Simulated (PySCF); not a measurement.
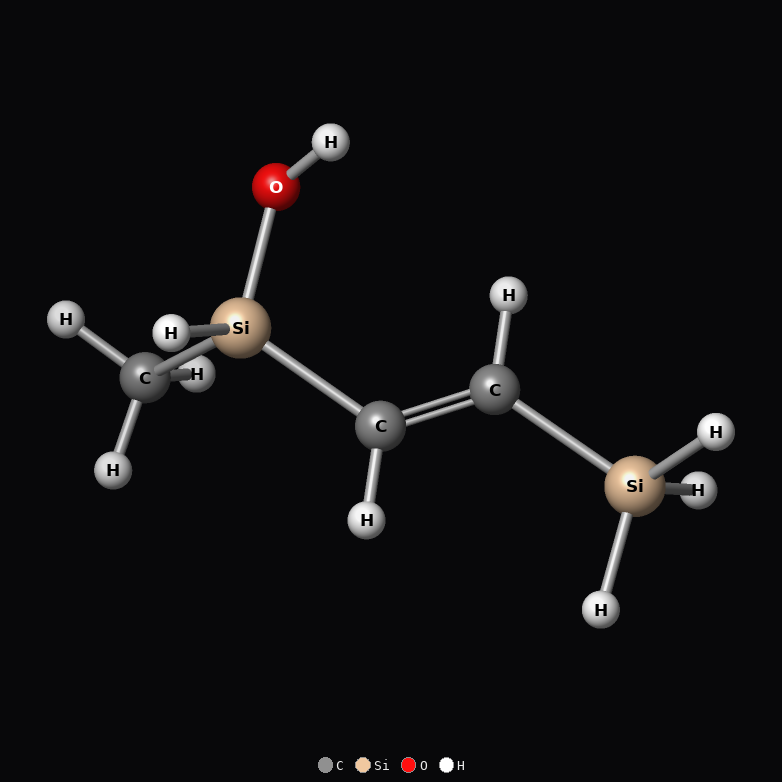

Computed geometry: GFN2-xTB optimisation. No frequency run is at hand to confirm it as a minimum. Level of theory: PBE0/def2-SVPD, gas phase (PySCF 2.14.0). Excitations: vertical, linear response.

Predict the main results.

The species is C₃H₁₀OSi₂ (`C[Si@H](O)/C=C/[SiH3]`).
- dipole moment: 0.58 D
- HOMO energy (Kohn–Sham orbital): −7.91 eV
- LUMO energy (Kohn–Sham orbital): −0.80 eV
- HOMO–LUMO gap: 7.10 eV
- mean static polarisability: 96.6 bohr³
- lowest vertical singlet excitation: 5.65 eV
- its oscillator strength: 0.001
- brightest of the 6 lowest singlets: 6.52 eV
- its oscillator strength: 0.50

The geometry is semi-empirical. Around Si such bond lengths and angles can be off by a tenth of an ångström or more and by several degrees, and values that hang on the shape move with them.
